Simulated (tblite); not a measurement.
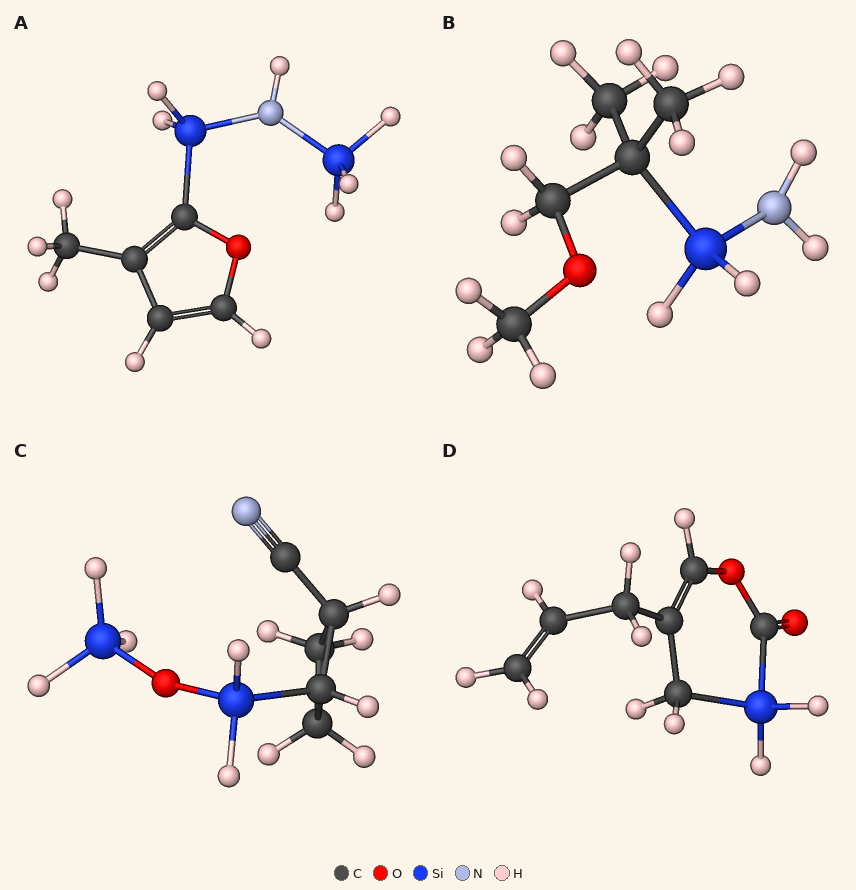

Source: calculation with tblite.

Question: Which panel belongs to which SMILES?
(1) N#C[C@@H]1CC[C@@H]1[SiH2]O[SiH3]
(2) C=CCC1=COC(=O)[SiH2]C1
(3) COCC(C)(C)[SiH2]N
(4) Cc1ccoc1[SiH2]N[SiH3]

Answer: A is (4), B is (3), C is (1), D is (2).
